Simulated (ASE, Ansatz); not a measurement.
# MgS(100) slab (72 atoms): atom by atom

The starting structure: Rock-salt MgS (a = 5.2 Å), (100) slab of 4 repeat layers, 3 x 3 surface cells, 14 Å of vacuum; not relaxed, displaced by a Gaussian of 0.02 Å.

Geometry: the frame at 244 fs of a trajectory (instantaneous temperature 174 K). Computed with Ansatz 0.2.0: Kohn-Sham DFT, LDA, PAW (set soft_2), plane waves; cutoff 420 eV, Γ point, fermi-dirac smearing of 0.05 eV.

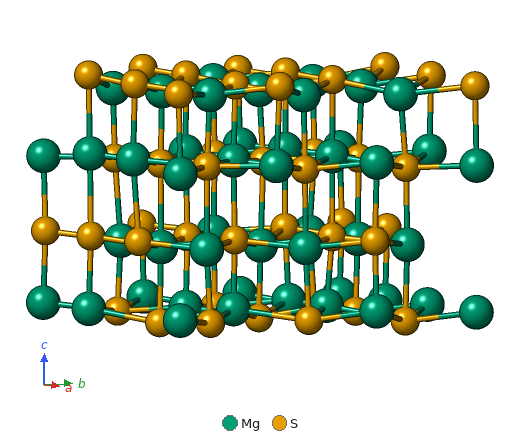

The structure (magnesium teal, sulfur orange). Some periodic images of atoms are drawn too.

Extended XYZ; positions in Å, forces in eV/Å:

```xyz
72
Lattice="11.031 0.000 0.000 0.000 11.031 0.000 0.000 0.000 21.800" Properties=species:S:1:pos:R:3:forces:R:3 pbc="T T T"
Mg 0.036 11.015 7.180 -0.216 0.178 -0.225
S 1.947 1.863 6.949 -0.101 -0.115 -0.394
Mg 1.977 1.969 9.335 -0.342 -0.591 0.936
S 0.052 3.648 9.740 0.093 0.050 -0.250
Mg 0.039 11.023 12.150 -0.254 -0.039 0.368
S 1.786 1.838 12.118 0.497 0.150 -0.272
Mg 1.813 1.758 14.494 -0.100 0.029 0.974
S 0.004 3.710 15.013 0.275 -0.305 -0.669
Mg 0.139 3.679 7.300 -0.346 0.082 -0.399
S 1.851 5.539 7.014 -0.007 0.050 0.213
Mg 1.855 5.481 9.537 -0.072 0.015 0.159
S 10.916 7.310 9.678 0.463 0.422 0.303
Mg 10.929 3.633 12.317 0.437 0.165 0.100
S 1.887 5.509 12.162 0.170 -0.274 0.044
Mg 2.000 5.397 14.671 -0.459 0.309 0.126
S 0.045 7.224 14.889 0.024 0.526 -0.628
Mg 10.999 7.330 7.303 0.025 -0.033 -0.709
S 1.843 9.239 6.908 -0.207 -0.135 0.216
Mg 1.859 9.044 9.437 -0.305 0.666 0.487
S 0.142 0.019 9.616 -0.252 -0.156 -0.065
Mg 0.030 7.311 12.346 -0.036 0.002 -0.184
S 1.888 9.224 12.119 -0.162 -0.220 -0.064
Mg 1.772 9.217 14.533 0.087 -0.079 0.661
S 10.989 10.997 14.845 0.036 -0.105 -0.572
Mg 3.726 11.007 7.176 -0.110 0.144 -0.019
S 5.587 1.753 6.759 0.180 0.030 0.447
Mg 5.486 1.848 9.315 0.371 -0.316 0.458
S 3.775 3.627 9.521 0.219 0.541 0.722
Mg 3.663 0.046 12.427 0.005 -0.116 -0.245
S 5.530 1.818 12.147 -0.174 0.343 0.006
Mg 5.602 1.833 14.602 -0.165 0.022 0.449
S 3.696 3.603 14.996 0.237 -0.013 -0.781
Mg 3.827 3.535 7.144 -0.217 0.371 -0.588
S 5.511 5.479 6.827 -0.010 -0.264 0.298
Mg 5.658 5.482 9.285 -0.515 -0.049 0.927
S 3.584 7.346 9.730 0.605 -0.181 -0.247
Mg 3.667 3.608 12.402 0.074 0.144 -0.260
S 5.609 5.596 12.127 -0.326 -0.546 -0.232
Mg 5.472 5.514 14.548 0.236 -0.013 0.516
S 3.738 7.291 15.004 -0.042 0.161 -0.751
Mg 3.570 7.487 7.267 -0.028 -0.631 -0.267
S 5.438 9.110 6.952 0.256 0.096 0.050
Mg 5.468 9.183 9.405 0.053 0.087 0.824
S 3.784 0.024 9.639 -0.282 -0.101 -0.032
Mg 3.686 7.307 12.395 0.006 0.127 -0.086
S 5.437 9.230 12.131 0.333 -0.118 0.069
Mg 5.588 9.270 14.581 -0.279 -0.241 0.585
S 3.641 0.004 15.086 0.042 -0.106 -1.047
Mg 7.419 10.874 7.242 -0.272 0.657 -0.389
S 9.319 1.921 6.938 -0.014 -0.039 0.239
Mg 9.239 1.817 9.437 0.291 0.087 0.289
S 7.474 3.681 9.618 -0.581 -0.027 0.480
Mg 7.256 11.025 12.430 0.456 0.042 -0.345
S 9.214 1.847 12.253 -0.255 -0.256 -0.537
Mg 9.259 1.920 14.671 0.044 -0.298 0.270
S 7.448 3.713 14.858 -0.538 -0.159 -0.318
Mg 7.391 3.665 7.273 0.295 -0.112 -1.093
S 9.192 5.645 6.936 -0.234 -0.374 0.134
Mg 9.099 5.565 9.393 0.537 -0.136 0.491
S 7.370 7.353 9.622 -0.514 0.361 0.508
Mg 7.421 3.652 12.308 -0.081 0.130 -0.109
S 9.266 5.465 12.064 -0.355 0.372 0.194
Mg 9.215 5.438 14.574 0.155 0.294 0.175
S 7.429 7.337 14.952 -0.168 0.199 -0.744
Mg 7.152 7.243 7.286 0.713 0.281 -1.028
S 9.128 9.262 6.821 0.492 -0.209 0.566
Mg 9.216 9.299 9.409 0.026 -0.126 0.258
S 7.398 0.138 9.649 -0.136 -0.517 0.061
Mg 7.323 7.375 12.354 0.270 0.051 -0.160
S 9.165 9.274 12.022 -0.123 -0.390 0.355
Mg 9.192 9.057 14.513 0.273 0.302 0.337
S 7.332 0.026 14.989 0.000 -0.095 -0.585
```

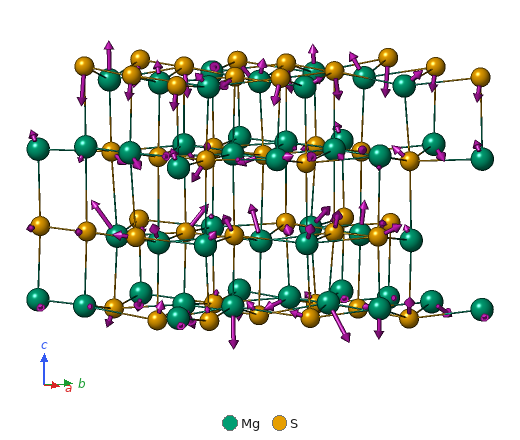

The forces as arrows, the longest 1.28 eV/Å. Some periodic images of atoms are drawn too.

Only the Γ point is sampled, in a cell whose shortest periodic width is 11 Å.

The r.m.s. force component is 0.361 eV/Å; the longest force, 1.28 eV/Å, acts on Mg65. The energy lies 16.1 meV/atom above that of the first step of this run.

[Logs are printed without paths, hosts, clocks, repeated set-up lines and the standing remarks that a program may print on its own settings, such as how far it seeks lower states.]

[Hosts, paths, dates, database ids (printed as entryN), source tags and the programs' standing remarks are cut or masked in the printed files.]
